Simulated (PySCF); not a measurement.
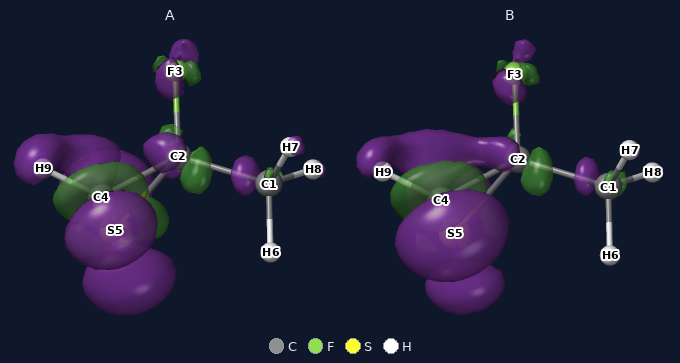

*C$_{3}$H$_{4}$FS, doublet, SMILES `CC1(F)[CH]S1`. The two Fukui functions at ±0.05 e/Å³ (purple positive, green negative).*

Level of theory: TPSSh/def2-SVP (PySCF), at a geometry from GFN2-xTB. No frequency check shows the geometry to be a minimum. GFN2-xTB bond lengths at metals and heavier atoms can be off by up to 0.1 Å and shapes distorted, which carries into these values. GFN2-xTB doesn't know the spin state, so this open-shell geometry is rough.

Cartesian coordinates (Å):

```
C1       1.4235   -1.0423    0.0321
C2       0.4536    0.0954    0.1360
F3       0.9899    1.2517   -0.3700
C4      -0.5874    0.1792    1.1289
S5      -1.2973   -0.2323   -0.3891
H6       0.9568   -1.9588    0.3801
H7       2.2923   -0.8212    0.6516
H8       1.7531   -1.1662   -0.9977
H9      -0.8936    1.0047    1.7392
```

**Which panel is f⁻ (electron removed) and which f⁺ (electron added)?**

A is f⁻, B is f⁺. f⁻ (Hirshfeld-condensed) is largest on S5 (0.42) and C4 (0.25); the vertical ionisation energy is 8.35 eV (to the singlet cation, which needn't be its lowest state). f⁺ (Hirshfeld-condensed) is largest on S5 (0.34) and C4 (0.31); the vertical electron affinity is −0.20 eV (to the singlet anion, which needn't be its lowest state; negative, but this basis has no diffuse functions, so it doesn't show that the anion is unbound).
